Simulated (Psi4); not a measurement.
**C2H6Si (SMILES CC[SiH]): M06-2X/cc-pVDZ**

Aim: the vertical singlet–triplet gap of C2H6Si at M06-2X/cc-pVDZ, from 2 runs. 

The results are computed with Psi4 1.11.

## Step 1: The molecule

C2H6Si: 9 atoms, total charge 0, spin state singlet. SMILES: `CC[SiH]`. The shape is that of a PBE0-D4/def2-TZVP optimisation. This is one conformer, not always the lowest.

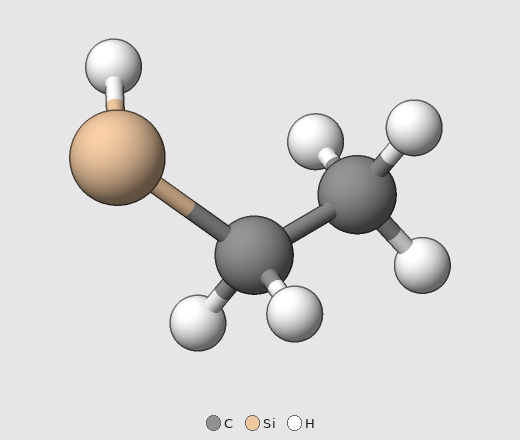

The structure, seen from a chosen angle (carbon grey, silicon light orange, hydrogen white).

## Step 2: Energy and gradient at M06-2X/cc-pVDZ

The input, input.dat:

```
memory 2.2 GB

molecule geom {
  0 1
  C     -0.593600     0.495600    -0.562700
  C      0.423400    -0.563800    -0.158900
  Si     1.475100    -0.358700     1.398700
  H     -1.208900     0.173100    -1.407700
  H     -0.098000     1.423000    -0.860500
  H     -1.258400     0.736300     0.269500
  H      1.051000    -0.864800    -1.004300
  H     -0.103000    -1.497700     0.133400
  H      0.401100     0.410600     2.175300
  symmetry c1
  no_reorient
  no_com
}

set {
  puream               true
  e_convergence        1e-09
  d_convergence        1e-08
  scf_type             pk
  dft_radial_points    99
  dft_spherical_points 590
}

e_tot, wfn = gradient('m06-2x/cc-pVDZ', return_wfn=True)
oeprop(wfn, 'MULLIKEN_CHARGES', 'QUADRUPOLE', 'DIPOLE', title='M06-2X')
```

The run is started by

```
$ psi4 input.dat output.dat -n 1
```

output.dat, cut to the lines that bear on the results:

```text
[...]
  Running in c1 symmetry.
[...]
  Nuclear repulsion =   95.800476581944153
[...]
  Multiplicity = 1
[...]
  Nalpha       = 16
  Nbeta        = 16
[...]
    Number of basis functions: 76
[...]
   @RKS iter   1:  -368.96787974447210   -3.50152e-01   8.09322e-03 DIIS/ADIIS
[...]
   @RKS iter  12:  -369.17722188825667   -3.18323e-12   2.92014e-09 DIIS
[...]
    Orbital Energies [Eh]
    ---------------------
    Doubly Occupied:
       1A    -67.030056     2A    -10.541999     3A    -10.536068
       4A     -5.558084     5A     -3.867665     6A     -3.862212
       7A     -3.860336     8A     -0.852059     9A     -0.707353
      10A     -0.547775    11A     -0.507140    12A     -0.465374
      13A     -0.435222    14A     -0.409193    15A     -0.345790
      16A     -0.262179
[...]
  @RKS Final Energy:  -369.17722188825667
   => Energetics <=
    Nuclear Repulsion Energy =             95.8004765819441531
    One-Electron Energy =                -697.1891284271516724
    Two-Electron Energy =                 248.3945849028916086
    DFT Exchange-Correlation Energy =     -16.1831549459407640
    Empirical Dispersion Energy =           0.0000000000000000
    VV10 Nonlocal Energy =                  0.0000000000000000
    Total Energy =                       -369.1772218882566676
[...]
  -Total Gradient:
     Atom            X                  Y                   Z
    ------   -----------------  -----------------  -----------------
       1       -0.000343860271     0.000919880843     0.000190557932
       2        0.001376569161    -0.000961110389     0.001318521851
       3       -0.004691789081     0.000145843944    -0.004593780688
       4        0.002591011877     0.001420273997     0.003612407723
       5       -0.002417517942    -0.004229199535     0.001320004909
       6        0.003113366230    -0.000958556215    -0.003922229083
       7       -0.002566479185     0.001222471270     0.003648758631
       8        0.001898482143     0.003074084521    -0.001135818338
       9        0.001116452094    -0.000665507159    -0.000424412765
[...]
 Multipole Moments:
 ------------------------------------------------------------------------------------
     Multipole            Electronic (a.u.)      Nuclear  (a.u.)        Total (a.u.)
 ------------------------------------------------------------------------------------
 L = 1.  Multiply by 2.5417464519 to convert [e a0] to [Debye]
 Dipole X            :        -35.0790475           34.7974169           -0.2816306
 Dipole Y            :          9.5325544           -9.5440618           -0.0115074
 Dipole Z            :        -27.8462915           27.5104440           -0.3358475
 Magnitude           :                                                    0.4384539
 L = 2.  Multiply by 1.3450342976 to convert [e a0^2] to [Debye ang]
 Quadrupole XX       :       -159.1147505          135.6410276          -23.4737229
 Quadrupole XY       :         46.2404393          -44.5322076            1.7082317
[...]
  Mulliken Charges: (a.u.)
   Center  Symbol    Alpha    Beta     Spin     Total
       1     C     3.03000  3.03000  0.00000 -0.05999
       2     C     3.13868  3.13868  0.00000 -0.27736
       3    SI     6.89634  6.89634  0.00000  0.20731
       4     H     0.48035  0.48035  0.00000  0.03929
       5     H     0.47859  0.47859  0.00000  0.04282
       6     H     0.47670  0.47670  0.00000  0.04659
       7     H     0.47304  0.47304  0.00000  0.05392
       8     H     0.46965  0.46965  0.00000  0.06070
       9     H     0.55664  0.55664  0.00000 -0.11328
   Total alpha = 16.00000, Total beta = 16.00000, Total charge =  0.00000
[...]
```

Run time: 34 s. Hardware: 1 thread of Intel Xeon 6975P-C (Granite Rapids), shared host; peak memory 1.3 GiB.

## Step 3: The triplet: the energy at UM06-2X/cc-pVDZ

The input, input.dat:

```
memory 2.2 GB

molecule molecule1 {
  0 3
  C     -1.12174143     0.93654827    -1.06334889
  C      0.80011004    -1.06542759    -0.30027748
  Si     2.78753501    -0.67784476     2.64315993
  H     -2.28448991     0.32711159    -2.66016747
  H     -0.18519316     2.68908028    -1.62610933
  H     -2.37803136     1.39140535     0.50928119
  H      1.98610216    -1.63423515    -1.89785195
  H     -0.19464179    -2.83024282     0.25208947
  H      0.75796915     0.77592155     4.11072124
  units bohr
  symmetry c1
}

set basis cc-pVDZ
set reference uks
set puream true
set e_convergence 1e-09
set d_convergence 1e-08
set scf_type pk
set dft_radial_points 99
set dft_spherical_points 590
set maxiter 100

result, w = energy("m06-2x", return_wfn=True)
oeprop(w, "DIPOLE", "WIBERG_LOWDIN_INDICES", "QUADRUPOLE", title="M06-2X")
print_variables()
```

The run is started by

```
$ psi4 -i input.dat -o output.dat -n 1
```

output.dat, cut to the lines that bear on the results:

```text
[...]
  Running in c1 symmetry.
[...]
  Nuclear repulsion =   95.800476543848518
[...]
  Multiplicity = 3
[...]
  Nalpha       = 17
  Nbeta        = 15
[...]
    Number of basis functions: 76
[...]
   @UKS iter   1:  -368.90938503753267   -2.91657e-01   8.13545e-03 DIIS/ADIIS
[...]
   @UKS iter  13:  -369.12821840469877   -1.01181e-11   9.66078e-09 DIIS
[...]
   @S^2 Observed:                2.003358297E+00
[...]
  @UKS Final Energy:  -369.12821840469877
   => Energetics <=
    Nuclear Repulsion Energy =             95.8004765438485180
    One-Electron Energy =                -697.0287327082985485
    Two-Electron Energy =                 248.2710049641396211
    DFT Exchange-Correlation Energy =     -16.1709672043883863
    Empirical Dispersion Energy =           0.0000000000000000
    VV10 Nonlocal Energy =                  0.0000000000000000
    Total Energy =                       -369.1282184046988277
[...]
 Multipole Moments:
 ------------------------------------------------------------------------------------
     Multipole            Electronic (a.u.)      Nuclear  (a.u.)        Total (a.u.)
 ------------------------------------------------------------------------------------
 L = 1.  Multiply by 2.5417464519 to convert [e a0] to [Debye]
 Dipole X            :          4.7848843           -4.8060404           -0.0211562
 Dipole Y            :         -1.5550407            1.3678035           -0.1872372
 Dipole Z            :          3.2137956           -3.5177048           -0.3039092
 Magnitude           :                                                    0.3575838
 L = 2.  Multiply by 1.3450342976 to convert [e a0^2] to [Debye ang]
 Quadrupole XX       :       -118.7990689           98.5234591          -20.2756098
 Quadrupole XY       :         33.7381785          -34.3592396           -0.6210611
[...]
```

Run time: 41 s. Hardware: 1 thread of Intel Xeon 6975P-C (Granite Rapids), shared host; peak memory 1.3 GiB.

## Step 4: Outcome

Level: M06-2X/cc-pVDZ.

| quantity | value |
| --- | --- |
| singlet: total energy | -369.17722 Eh |
| singlet: dipole moment | 1.11 D |
| singlet: HOMO energy | -7.13 eV |
| singlet: LUMO energy | -1.51 eV |
| singlet: HOMO–LUMO gap | 5.63 eV |
| singlet: largest force on an atom | 0.338 eV/Å |
| triplet: total energy | -369.12822 Eh |
| triplet: dipole moment | 0.91 D |
| triplet: HOMO energy (highest over α and β) | -5.70 eV |
| triplet: LUMO energy (lowest over α and β) | -3.40 eV |
| triplet: ⟨S²⟩ | 2.003 |
| vertical energy of the triplet above the singlet | 1.333 eV |

In words: At this shape the triplet lies 1.33 eV (129 kJ/mol) above the singlet. The largest force (singlet) is 0.34 eV/Å: the shape isn't a stationary point for this species at this level. Mulliken charges (singlet) run from -0.28 on C2 to +0.21 on Si3; they depend strongly on the basis.
